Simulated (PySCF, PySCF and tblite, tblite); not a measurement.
# C₅H₁₀Cl₂Si: telling isomers apart by computed NMR

Aim: see whether computed shieldings tell isomers of C₅H₁₀Cl₂Si apart.

Computed with tblite 0.8.0 (tight binding) and PySCF 2.14.0 (DFT, with response routines of our own); each step states its level. Atoms count from 0 throughout.

### Step 1. The starting structure

18 atoms, charge 0, multiplicity 1; geometry from: MMFF94s geometry. This is the first candidate.

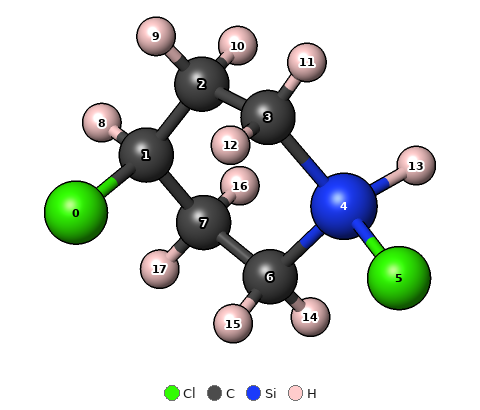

The starting geometry (chlorine green, carbon dark grey, silicon blue, hydrogen pink), atoms numbered.

### Step 2. GFN2-xTB relaxation, isomer A, conformer 1

The job: settings as JSON, then the geometry in Å.

```
{"job": {"xc": "GFN2-xTB", "basis": "xTB", "kind": "relax"}, "charge": 0, "multiplicity": 1}
Cl    -1.641900     0.127700     1.990800
C     -1.515900     0.134800     0.198200
C     -0.702300     1.355200    -0.272500
C      0.759100     1.421100     0.165000
Si     1.712800    -0.150000    -0.232400
Cl     3.393100    -0.303600     0.900500
C      0.503900    -1.523500     0.150100
C     -0.929700    -1.207000    -0.288700
H     -2.531100     0.219100    -0.167200
H     -1.217200     2.273700     0.066800
H     -0.752800     1.380100    -1.375300
H      1.245100     2.270400    -0.296200
H      0.798900     1.585100     1.265100
H      2.088500    -0.171800    -1.679800
H      0.833000    -2.443300    -0.327400
H      0.513200    -1.714900     1.245300
H     -0.975300    -1.210000    -1.387700
H     -1.590200    -2.036900     0.033700
```

On the command line:

```console
OMP_NUM_THREADS=1 python ens_run.py task.json out
```

One launch serves the whole session.

Standard output:

```text
step      E/eV     max force
  0    -726.20750    1.132
  1    -726.25733    0.303
  2    -726.26646    0.225
  3    -726.27740    0.295
  4    -726.28598    0.340
  5    -726.29350    0.194
  6    -726.29726    0.190
  7    -726.29992    0.169
  8    -726.30182    0.117
  9    -726.30325    0.086
 10    -726.30449    0.100
 11    -726.30589    0.132
 12    -726.30764    0.152
 13    -726.30943    0.127
 14    -726.31077    0.076
 15    -726.31170    0.067
 16    -726.31257    0.082
 17    -726.31346    0.095
 18    -726.31414    0.067
 19    -726.31456    0.044
 20    -726.31488    0.049
 21    -726.31519    0.066
 22    -726.31548    0.055
 23    -726.31568    0.028
 24    -726.31568    0.028
 25    -726.31575    0.020
 26    -726.31592    0.019
 27    -726.31596    0.020
 28    -726.31609    0.019
 29    -726.31616    0.016
 30    -726.31623    0.019
 31    -726.31628    0.016
 32    -726.31632    0.014
 33    -726.31635    0.011
 34    -726.31638    0.012
 35    -726.31640    0.012
 36    -726.31643    0.010
 37    -726.31644    0.010
 38    -726.31646    0.007
 39    -726.31647    0.008
 40    -726.31648    0.010
 41    -726.31650    0.014
 42    -726.31651    0.013
 43    -726.31653    0.009
 44    -726.31654    0.009
 45    -726.31656    0.011
 46    -726.31657    0.010
 47    -726.31658    0.012
 48    -726.31659    0.010
 49    -726.31660    0.008
 50    -726.31661    0.008
 51    -726.31662    0.008
 52    -726.31662    0.009
 53    -726.31663    0.008
 54    -726.31664    0.009
 55    -726.31665    0.008
 56    -726.31665    0.007
 57    -726.31666    0.008
 58    -726.31667    0.010
 59    -726.31669    0.012
 60    -726.31670    0.011
 61    -726.31672    0.007
 62    -726.31673    0.007
 63    -726.31673    0.009
 64    -726.31674    0.009
 65    -726.31675    0.006
 66    -726.31675    0.006
 67    -726.31676    0.007
 68    -726.31676    0.006
 69    -726.31677    0.004
 70    -726.31677    0.003
```

Wall time 0.62 s (1 thread of Arm Neoverse V1, shared host).

Relaxing gained 0.109 eV and moved the atoms by 0.07 Å on average (rms).

**GFN2-xTB relaxation, isomer A, conformer 2**

The job: settings as JSON, then the geometry in Å.

```
{"job": {"xc": "GFN2-xTB", "basis": "xTB", "kind": "relax"}, "charge": 0, "multiplicity": 1}
Cl    -2.790800     0.494900    -1.405600
C     -1.411100     0.355300    -0.297000
C     -0.984700    -1.136000    -0.199000
C      0.113700    -1.400700     0.818400
Si     1.647800    -0.355500     0.582500
Cl     2.689000    -1.055100    -1.042300
C      0.934100     1.337800     0.163100
C     -0.269100     1.279400    -0.777300
H     -1.757000     0.689300     0.692300
H     -0.673700    -1.482500    -1.187900
H     -1.869100    -1.742500     0.068600
H     -0.282400    -1.210200     1.832200
H      0.379300    -2.468300     0.808500
H      2.543500    -0.334900     1.758800
H      0.619100     1.819500     1.106200
H      1.707600     1.972700    -0.258000
H     -0.660000     2.298800    -0.897800
H      0.055100     0.944400    -1.777300
```

Standard output:

```text
step      E/eV     max force
  0    -726.19721    1.192
  1    -726.24787    0.565
  2    -726.26032    0.193
  3    -726.26894    0.213
  4    -726.27702    0.277
  5    -726.28412    0.222
  6    -726.28829    0.156
  7    -726.29059    0.124
  8    -726.29224    0.095
  9    -726.29348    0.078
 10    -726.29435    0.073
 11    -726.29500    0.074
 12    -726.29558    0.093
 13    -726.29620    0.097
 14    -726.29693    0.081
 15    -726.29776    0.066
 16    -726.29866    0.063
 17    -726.29952    0.075
 18    -726.30029    0.071
 19    -726.30099    0.067
 20    -726.30166    0.063
 21    -726.30220    0.054
 22    -726.30258    0.046
 23    -726.30280    0.030
 24    -726.30280    0.030
 25    -726.30287    0.024
 26    -726.30296    0.018
 27    -726.30298    0.017
 28    -726.30304    0.013
 29    -726.30306    0.011
 30    -726.30308    0.009
 31    -726.30310    0.010
 32    -726.30311    0.012
 33    -726.30312    0.012
 34    -726.30313    0.011
 35    -726.30315    0.009
 36    -726.30316    0.010
 37    -726.30318    0.011
 38    -726.30319    0.008
 39    -726.30320    0.009
 40    -726.30321    0.008
 41    -726.30322    0.012
 42    -726.30323    0.011
 43    -726.30324    0.008
 44    -726.30325    0.010
 45    -726.30327    0.011
 46    -726.30328    0.014
 47    -726.30330    0.013
 48    -726.30332    0.010
 49    -726.30334    0.012
 50    -726.30336    0.014
 51    -726.30338    0.011
 52    -726.30339    0.008
 53    -726.30340    0.006
 54    -726.30341    0.009
 55    -726.30342    0.008
 56    -726.30342    0.004
 57    -726.30343    0.004
 58    -726.30343    0.006
 59    -726.30344    0.009
 60    -726.30344    0.007
 61    -726.30344    0.003
```

Run time: 0.52 s. Hardware: 1 thread of Arm Neoverse V1, shared host.

Relaxing gained 0.106 eV and moved the atoms by 0.07 Å on average (rms).

### Step 3. Shieldings, isomer A, conformer 1: B3LYP/pcSseg-1 in dimethylsulfoxide

The job: settings as JSON, then the geometry in Å.

```
{"job": {"xc": "B3LYP", "basis": "pcSseg-1", "solvent": "dimethylsulfoxide", "kind": "nmr", "pop": true}, "charge": 0, "multiplicity": 1}
Cl    -1.509042     0.118678     1.978557
C     -1.459658     0.126043     0.183923
C     -0.695172     1.353130    -0.301402
C      0.744528     1.432076     0.203978
Si     1.697851    -0.145504    -0.251692
Cl     3.409108    -0.301454     0.811409
C      0.486153    -1.540974     0.184379
C     -0.917961    -1.208285    -0.318041
H     -2.506406     0.219093    -0.123619
H     -1.240147     2.246880     0.013508
H     -0.701130     1.329882    -1.394227
H      1.211201     2.327255    -0.207922
H      0.729117     1.560907     1.287782
H      2.031760    -0.165191    -1.680671
H      0.791701    -2.497823    -0.239881
H      0.447586    -1.679472     1.266468
H     -0.918926    -1.170416    -1.410519
H     -1.609323    -1.998505    -0.013688
```

Standard output:

```text
coarse grid: 16504 points
cycle   1  E = -1406.3901122594  dE =  8.013e-01  |g| = 5.210e-01  |ddm| = 3.843e+00
cycle   2  E = -1406.3669077476  dE =  2.320e-02  |g| = 6.115e-01  |ddm| = 1.008e+00
cycle   3  E = -1406.4590065521  dE = -9.210e-02  |g| = 5.965e-02  |ddm| = 5.543e-01
cycle   4  E = -1406.4597603622  dE = -7.538e-04  |g| = 2.508e-02  |ddm| = 9.305e-02
cycle   5  E = -1406.4598887176  dE = -1.284e-04  |g| = 5.366e-03  |ddm| = 3.052e-02
cycle   6  E = -1406.4598946308  dE = -5.913e-06  |g| = 2.325e-03  |ddm| = 6.821e-03
final grid: 145184 points
cycle   7  E = -1406.5081917640  dE = -4.444e-05  |g| = 5.438e-03  |ddm| = 2.934e-02
cycle   8  E = -1406.5081866689  dE =  5.095e-06  |g| = 7.012e-03  |ddm| = 1.039e-02
cycle   9  E = -1406.5081990145  dE = -1.235e-05  |g| = 4.741e-04  |ddm| = 6.285e-03
cycle  10  E = -1406.5081990561  dE = -4.157e-08  |g| = 1.784e-04  |ddm| = 6.581e-04
cycle  11  E = -1406.5081990628  dE = -6.757e-09  |g| = 5.547e-05  |ddm| = 1.817e-04
cycle  12  E = -1406.5081990635  dE = -7.049e-10  |g| = 1.143e-05  |ddm| = 5.118e-05
converged SCF energy = -1406.5081990635

GIAO shielding tensors (ppm)
atom      isotropic    diamagn.    paramagn.     s11        s22        s33       span
  0 Cl     837.027    1148.639    -311.612    635.429    818.192   1057.461    422.031
  1 C      111.758     247.560    -135.801     76.340    105.487    153.448     77.107
  2 C      145.648     246.883    -101.235    131.772    138.450    166.721     34.950
  3 C      167.066     250.997     -83.931    156.001    162.414    182.784     26.782
  4 Si     333.247     877.243    -543.996    291.180    342.194    366.368     75.188
  5 Cl     971.104    1147.755    -176.651    949.945    953.086   1010.283     60.338
  6 C      167.050     250.998     -83.947    155.976    162.408    182.767     26.791
  7 C      145.629     246.877    -101.248    131.744    138.437    166.706     34.962
  8 H       27.155      30.144      -2.989     22.764     25.688     33.014     10.251
  9 H       29.439      29.694      -0.256     24.156     27.827     36.332     12.175
 10 H       29.830      30.862      -1.032     26.000     27.808     35.682      9.682
 11 H       30.619      28.923       1.696     25.442     28.766     37.649     12.207
 12 H       30.175      30.647      -0.472     26.118     31.003     33.404      7.285
 13 H       26.796      28.435      -1.639     22.831     25.618     31.938      9.107
 14 H       30.617      28.924       1.693     25.441     28.766     37.646     12.205
 15 H       30.174      30.645      -0.471     26.118     31.000     33.402      7.285
 16 H       29.827      30.859      -1.032     25.996     27.806     35.680      9.683
 17 H       29.437      29.694      -0.256     24.157     27.826     36.329     12.172
```

It took 36 s on 1 thread of Arm Neoverse V1, shared host; peak memory 1.1 GiB.

In short: HOMO -7.59 eV, LUMO 0.58 eV; dipole 3.92 D.

### Step 4. Shieldings, isomer A, conformer 2: B3LYP/pcSseg-1 in dimethylsulfoxide

The job: settings as JSON, then the geometry in Å.

```
{"job": {"xc": "B3LYP", "basis": "pcSseg-1", "solvent": "dimethylsulfoxide", "kind": "nmr", "pop": false}, "charge": 0, "multiplicity": 1}
Cl    -2.811466     0.531911    -1.282198
C     -1.352234     0.344575    -0.248961
C     -0.971515    -1.130063    -0.222999
C      0.090277    -1.425115     0.839672
Si     1.639447    -0.352568     0.569772
Cl     2.683009    -1.045664    -1.015214
C      0.924178     1.365142     0.168353
C     -0.259301     1.253426    -0.796363
H     -1.656147     0.675520     0.748892
H     -0.601695    -1.419183    -1.209439
H     -1.866349    -1.723335    -0.018873
H     -0.331930    -1.228313     1.825807
H      0.328030    -2.488485     0.809976
H      2.513582    -0.331772     1.741955
H      0.588584     1.852377     1.084551
H      1.675145     2.019460    -0.274502
H     -0.680107     2.246307    -0.973818
H      0.079734     0.862097    -1.758266
```

Standard output:

```text
coarse grid: 16504 points
cycle   1  E = -1406.3914821867  dE =  7.873e-01  |g| = 5.153e-01  |ddm| = 3.860e+00
cycle   2  E = -1406.3704000073  dE =  2.108e-02  |g| = 6.005e-01  |ddm| = 1.004e+00
cycle   3  E = -1406.4590454871  dE = -8.865e-02  |g| = 5.743e-02  |ddm| = 5.424e-01
cycle   4  E = -1406.4597386278  dE = -6.931e-04  |g| = 2.636e-02  |ddm| = 9.154e-02
cycle   5  E = -1406.4598830136  dE = -1.444e-04  |g| = 4.324e-03  |ddm| = 3.089e-02
cycle   6  E = -1406.4598863743  dE = -3.361e-06  |g| = 2.319e-03  |ddm| = 6.126e-03
final grid: 145184 points
cycle   7  E = -1406.5090538633  dE = -4.851e-05  |g| = 5.729e-03  |ddm| = 2.931e-02
cycle   8  E = -1406.5090481622  dE =  5.701e-06  |g| = 7.406e-03  |ddm| = 1.093e-02
cycle   9  E = -1406.5090619510  dE = -1.379e-05  |g| = 5.130e-04  |ddm| = 6.684e-03
cycle  10  E = -1406.5090620016  dE = -5.059e-08  |g| = 2.028e-04  |ddm| = 6.945e-04
cycle  11  E = -1406.5090620105  dE = -8.879e-09  |g| = 5.692e-05  |ddm| = 2.061e-04
cycle  12  E = -1406.5090620112  dE = -7.130e-10  |g| = 1.422e-05  |ddm| = 5.670e-05
converged SCF energy = -1406.5090620112

GIAO shielding tensors (ppm)
atom      isotropic    diamagn.    paramagn.     s11        s22        s33       span
  0 Cl     746.240    1147.124    -400.885    484.597    688.453   1065.669    581.073
  1 C      110.626     245.105    -134.479     78.762    106.405    146.709     67.947
  2 C      142.919     247.160    -104.241    124.983    136.165    167.608     42.624
  3 C      161.795     251.161     -89.366    158.513    162.420    164.453      5.941
  4 Si     335.675     877.776    -542.101    285.798    341.173    380.054     94.256
  5 Cl     990.759    1148.926    -158.167    924.110   1018.741   1029.425    105.315
  6 C      161.794     251.162     -89.368    158.521    162.413    164.449      5.928
  7 C      142.920     247.160    -104.240    124.974    136.170    167.615     42.641
  8 H       27.907      30.899      -2.992     23.337     29.464     30.921      7.583
  9 H       29.839      31.210      -1.371     26.756     30.677     32.084      5.328
 10 H       29.396      30.116      -0.720     23.157     30.293     34.738     11.581
 11 H       30.684      30.796      -0.113     26.265     29.053     36.733     10.468
 12 H       30.560      29.226       1.334     26.238     28.088     37.354     11.115
 13 H       26.859      27.751      -0.892     22.327     25.188     33.063     10.736
 14 H       30.683      30.796      -0.113     26.264     29.054     36.732     10.468
 15 H       30.559      29.225       1.334     26.237     28.087     37.353     11.116
 16 H       29.397      30.115      -0.718     23.158     30.293     34.739     11.581
 17 H       29.839      31.210      -1.371     26.756     30.676     32.084      5.328
```

Wall time 33 s (1 thread of Arm Neoverse V1, shared host); peak memory 1.1 GiB.

In short: HOMO -7.68 eV, LUMO 0.58 eV; dipole 3.10 D.

### Step 5. Averages, isomer A: properties at B3LYP/pcSseg-1 in dimethylsulfoxide

The job: settings as JSON, then the geometry in Å.

```
{"job": {"study": "conf", "smiles": "Cl[C@H]1CC[Si@@H](Cl)CC1", "search": {"seed": 1618, "n_embed": 60, "ff_keep": 14, "window": 2.5, "nmax": 5, "temps": [250, 298.15, 350], "t_ref": 298.15, "order": 0.002}, "level": {"nmr": {"xc": "B3LYP", "basis": "pcSseg-1", "solvent": "dimethylsulfoxide"}}, "kind": "conf"}, "charge": 0, "multiplicity": 1}
Cl    -2.811466     0.531911    -1.282198
C     -1.352234     0.344575    -0.248961
C     -0.971515    -1.130063    -0.222999
C      0.090277    -1.425115     0.839672
Si     1.639447    -0.352568     0.569772
Cl     2.683009    -1.045664    -1.015214
C      0.924178     1.365142     0.168353
C     -0.259301     1.253426    -0.796363
H     -1.656147     0.675520     0.748892
H     -0.601695    -1.419183    -1.209439
H     -1.866349    -1.723335    -0.018873
H     -0.331930    -1.228313     1.825807
H      0.328030    -2.488485     0.809976
H      2.513582    -0.331772     1.741955
H      0.588584     1.852377     1.084551
H      1.675145     2.019460    -0.274502
H     -0.680107     2.246307    -0.973818
H      0.079734     0.862097    -1.758266
```

Standard output:

```text
conformer  sym    E(xTB)   E(DFT)   G(298.15 K)  weight  dipole/D
    1     Cs      0.000    0.065    0.104   0.4562    3.922
    2     Cs      0.307    0.000    0.000   0.5438    3.099

mean shielding (ppm) by class
class atoms           250 K   298.15 K      350 K
  0 Cl 0            787.561    787.659    787.702
  1 C  1            111.141    111.142    111.143
  2 C  2,7          144.157     144.16    144.161
  3 C  3,6           164.19    164.196    164.199
  4 Si 4             334.57    334.567    334.566
  5 Cl 5            981.813    981.792    981.783
  6 H  8             27.565     27.564     27.564
  7 H  9,17          29.656     29.656     29.656
  8 H  10,16         29.593     29.594     29.594
  9 H  11,14         30.654     30.654     30.654
 10 H  12,15         30.384     30.384     30.384
 11 H  13             26.83      26.83      26.83
```

It took 74 s on 1 thread of Arm Neoverse V1, shared host. This counts the runs that the step sums up.

The search (ETKDG and KDG, MMFF94s, GFN2-xTB) embedded 60 structures, kept 3 distinct ones after the force field and 3 after xTB; 2 were carried on (window 2.5 kcal/mol at the search's own energies). Energies: B3LYP/pcSseg-1 in dimethylsulfoxide with D3(BJ).

Conformer by conformer (298 K):

| no. | group | mirror pair | ΔE xTB | ΔE DFT | ΔG | weight (%) | μ (D) | A, B, C (GHz) |
| --- | --- | --- | --- | --- | --- | --- | --- | --- |
| 1 | Cs | no | 0.00 | 0.07 | 0.10 | 45.6 | 3.92 | 2.07, 0.70, 0.70 |
| 2 | Cs | no | 0.31 | 0.00 | 0.00 | 54.4 | 3.10 | 2.32, 0.63, 0.61 |

Energies in kcal/mol. ΔG holds xTB vibrations and rotation, symmetry numbers and mirror pairs.

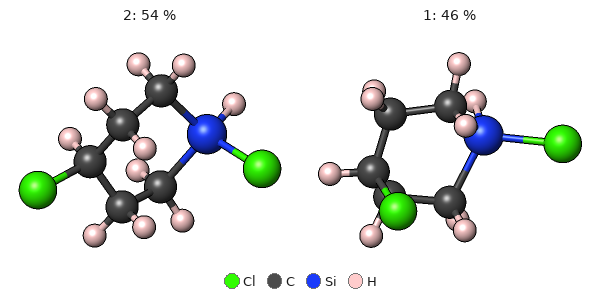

The conformers with their weights.

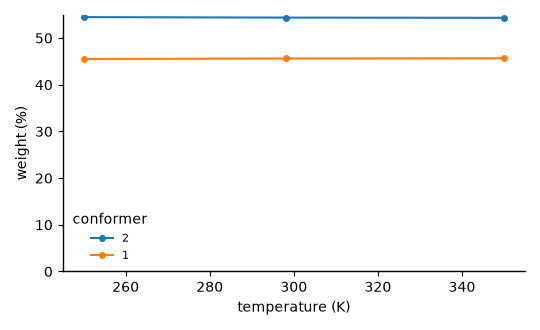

Weights against temperature.

How the weights hang on the way they are made:

| scheme | 2 | 1 | mean μ (D) |
| --- | --- | --- | --- |
| DFT free energy | 54 | 46 | 3.47 |
| DFT energy, symmetry counted | 53 | 47 | 3.49 |
| DFT energy alone | 53 | 47 | 3.49 |
| xTB energy, symmetry counted | 37 | 63 | 3.62 |
| xTB free energy | 39 | 61 | 3.60 |
| lowest conformer only | 100 | 0 | 3.10 |
| equal weights | 50 | 50 | 3.51 |

Shifts against references run at the same level (¹³C TMS 182.8, ²⁹Si TMS 334.2, ¹H TMS 31.81 ppm of shielding), by class of atoms, at 298 K:

| atoms | environment | no. 2 | no. 1 | average |
| --- | --- | --- | --- | --- |
| C1 | sp3 CH bonded to Cl | 72.2 | 71.1 | 71.7 |
| C2, C7 | sp3 CH2 in a ring | 39.9 | 37.2 | 38.7 |
| C3, C6 | sp3 CH2 bonded to Si | 21.0 | 15.8 | 18.6 |
| H13 | hydrogen on a silicon bonded to 2 C, Cl, in a 6-membered ring | 4.95 | 5.01 | 4.98 |
| H8 | hydrogen on an sp3 CH bonded to Cl | 3.90 | 4.65 | 4.24 |
| H10, H16 | hydrogen on an sp3 CH2 in a ring | 2.41 | 1.98 | 2.21 |
| H9, H17 | hydrogen on an sp3 CH2 in a ring | 1.97 | 2.37 | 2.15 |
| H12, H15 | hydrogen on an sp3 CH2 bonded to Si | 1.25 | 1.63 | 1.42 |
| H11, H14 | hydrogen on an sp3 CH2 bonded to Si | 1.12 | 1.19 | 1.15 |
| Cl0 | chlorine bonded to C | 746 (σ) | 837 (σ) | 788 (σ) |
| Cl5 | chlorine bonded to Si | 991 (σ) | 971 (σ) | 982 (σ) |
| Si4 | silicon bonded to 2 C, Cl, H, in a 6-membered ring | -1.5 | 1.0 | -0.4 |

Effective distances for nuclear Overhauser effects, ⟨r⁻⁶⟩^(−1/6) over all pairs of two classes (Å): H11···H12 1.96; H9···H10 1.98; H8···H10 2.50; H8···H9 2.62; H9···H12 2.74; H10···H11 2.74; H8···H11 2.81; H10···H12 2.94.

(Part 1 of 3 ends here.)
